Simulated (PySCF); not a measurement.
# Al(OH)₃: structure of the singlet

Aim: relax Al(OH)₃ as a singlet from a trigonal planar start, check by its vibrations whether the end is a minimum, and collect its spectrum and constants.

Computed with PySCF 2.14.0. Level: BP86, basis Al def2-TZVP, O def2-TZVP, H def2-TZVP, no relativity, density fitting.

**1. The system as given**

7 atoms, charge 0, spin multiplicity 1.

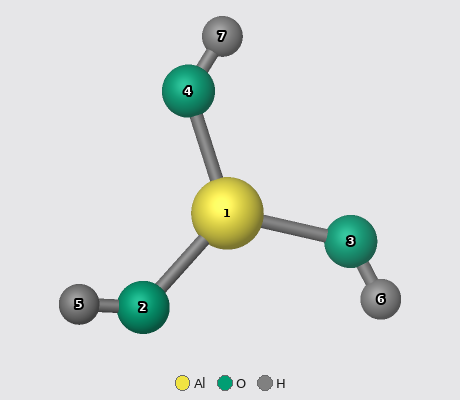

Start geometry, drawn with aluminium yellow, oxygen teal, hydrogen grey; atoms are numbered from 1 in the order of the file.

Coordinates in bohr (charge 0 multiplicity 1):
```
Al    0.0000    0.0000    0.0000
O     3.5716    0.0000    0.0000
O    -1.7858    3.0931    0.0000
O    -1.7858   -3.0931    0.0000
H     4.7377   -1.3897    0.0000
H    -1.1654    4.7978    0.0000
H    -3.5724   -3.4081    0.0000
```

**2. Relaxation: trigonal planar start, singlet**

One driver script runs all steps and calls PySCF; scf.py shows how it sets up the SCF of each step. The optimiser is the driver's own. Before each start the driver seeks the lowest SCF state from one or more starting densities and follows internal instabilities, so scf.py alone need not reach the same state.

The program finds C3h symmetry in the start, which this walk keeps. Threshold on the gradient: 0.0003 Eh/bohr, with a further test on the energy change.

scf.py reads:

```python
from pyscf import gto, scf, dft
mol = gto.M(atom='''
Al    -0.000000    -0.000000     0.000000
O      1.890007    -0.000000     0.000000
O     -0.945003     1.636794     0.000000
O     -0.945003    -1.636794     0.000000
H      2.507093    -0.735386     0.000000
H     -0.616684     2.538899     0.000000
H     -1.890409    -1.803513     0.000000''',
    basis={'Al': 'def2-TZVP', 'O': 'def2-TZVP', 'H': 'def2-TZVP'},
    charge=0, spin=0)
mf = dft.RKS(mol, xc='B88,P86')
mf.grids.atom_grid = (50, 194)
aux = {'Al': 'def2-universal-JKFIT', 'O': 'def2-universal-JKFIT', 'H': 'def2-universal-JKFIT'}
mf = mf.density_fit(auxbasis=aux)
mf.kernel()
```

The runs that follow: Vibrations and properties at this point.

Before running it: what results should come out? Wanted: minimum; geometry; wavenumbers; dipole moment; highest occupied, lowest empty level; polar-tensor charge of Al1; zero-point energy; atomisation energy.

As calculated:

| quantity | value |
| --- | --- |
| minimum | singlet, C3h |
| geometry | Al–O 1.708 Å (×3), O–H 0.968 Å (×3); Al–O–H 120.6° (×3), O–Al–O 120.0° (×3) |
| wavenumbers (cm⁻¹) | 215 (e'), 272 (a''), 300 (a''), 345 (e''), 628 (a'), 654 (e'), 691 (a'), 907 (e'), 3785 (e'), 3785 (a') |
| dipole moment | 0.00 D |
| highest occupied, lowest empty level | -7.40, -1.43 eV |
| polar-tensor charge of Al1 | +1.57 e |
| zero-point energy | 104.6 kJ/mol |
| entropy at 298.15 K | 306.3 J/(mol K) |
| atomisation energy (no zero-point energy) | 2819 kJ/mol |

**Reading.** The molecule stays C3h, as typed, and the end point is a minimum. The strongest infrared band lies at 654 cm⁻¹ (e'). Al1 has a polar-tensor charge of +1.6 e (a dipole derivative, not a static charge), yet symmetry cancels the bond dipoles. Only this shape and spin were tried, so other structures or states may lie lower.
